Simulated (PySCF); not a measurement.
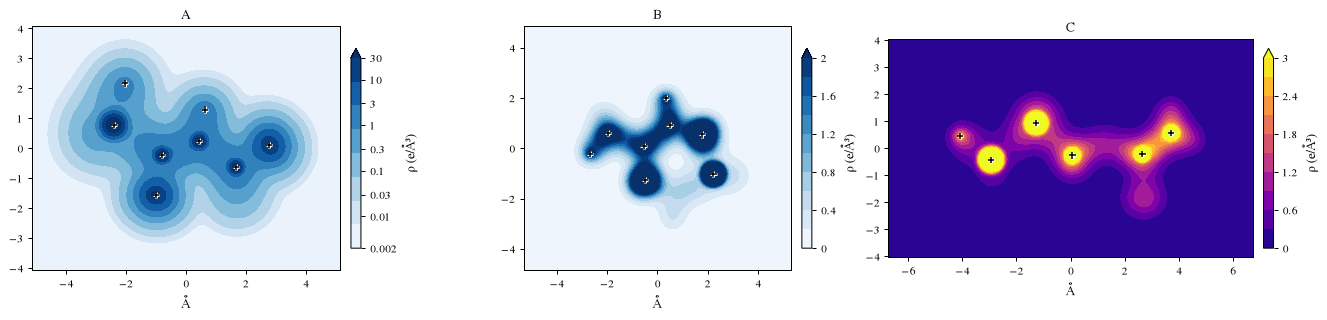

The total electron density of 3 systems, each on a plane through atoms (crosses mark nuclei in the plane).

The calculation used PBE0/pcSseg-1, SCF density, gas phase, non-relativistic (PySCF).

System 1: C₄H₆F₂O₂Si (SMILES FC(F)C1=CO[SiH2]CO1), the plane of atoms C5, O6 and Si7. Geometry: GFN2-xTB.

```tsv
atom	x (Å)	y (Å)	z (Å)
F	2.6017	-1.4676	-0.6933
C	2.2891	-0.2319	-0.2182
F	2.8881	0.6401	-1.0655
C	0.8002	-0.0251	-0.1667
C	0.0839	0.0481	-1.2896
O	-1.2490	0.2677	-1.3372
Si	-2.1271	0.5567	0.0137
C	-1.0247	-0.2528	1.3529
O	0.3428	0.0959	1.1146
H	2.7445	-0.1224	0.7763
H	0.5489	-0.0728	-2.2557
H	-2.2034	1.9924	0.2611
H	-3.3695	-0.1567	-0.2219
H	-1.1146	-1.3455	1.3368
H	-1.2152	0.0820	2.3709
```

System 2: C₅H₉ClSSi, the plane of atoms S7, Si8 and H17. Geometry: GFN2-xTB.

```xyz
17

C    -3.1519    1.2184   -0.1286
C    -2.1425    0.5242    0.3734
Cl   -2.2005    0.0014    2.0283
C    -0.9293    0.1445   -0.3659
C    -0.2064   -1.1486   -0.0872
C     0.4159    0.1452    0.3135
S     1.8184    0.7913   -0.6090
Si    3.3793   -0.3649    0.3020
H    -3.1308    1.5508   -1.1507
H    -4.0174    1.4735    0.4551
H    -0.9400    0.4804   -1.3950
H    -0.5917   -1.7890    0.6922
H     0.2068   -1.6717   -0.9361
H     0.4519    0.4046    1.3624
H     3.0853   -1.7747    0.0699
H     3.3721   -0.0716    1.7304
H     4.5737    0.0981   -0.3781
```

System 3: C₃H₄F₄Si (SMILES F/C([SiH3])=C\C(F)(F)F), the plane of atoms F1, C2 and C4. Geometry: GFN2-xTB.

```xyz
12

F     0.0774    0.3980    1.6682
C     0.3832    0.0867    0.3982
Si    2.2587   -0.0232    0.0748
C    -0.5996   -0.1003   -0.4751
C    -2.0554    0.0066   -0.1350
F    -2.4684   -0.9627    0.7008
F    -2.3807    1.1718    0.4450
F    -2.8192   -0.0959   -1.2349
H     2.8037   -0.8808    1.1227
H     2.4096   -0.5904   -1.2618
H     2.7739    1.3404    0.1689
H    -0.3819   -0.3510   -1.4979
```

> Which map belongs to which system?

Panel A is system 3, C₃H₄F₄Si: the plane holds F, C, Si and H. C–C (1.33 Å): ρ is about 2.3 e/Å³ halfway. Panel B is system 1, C₄H₆F₂O₂Si: the plane holds C, O, Si and H. C–C (1.33 Å): ρ at the midpoint is about 2.3 e/Å³. Panel C is system 2, C₅H₉ClSSi: the plane holds C, S, Si and H. C–C (1.32 Å): ρ at the midpoint is about 2.3 e/Å³.
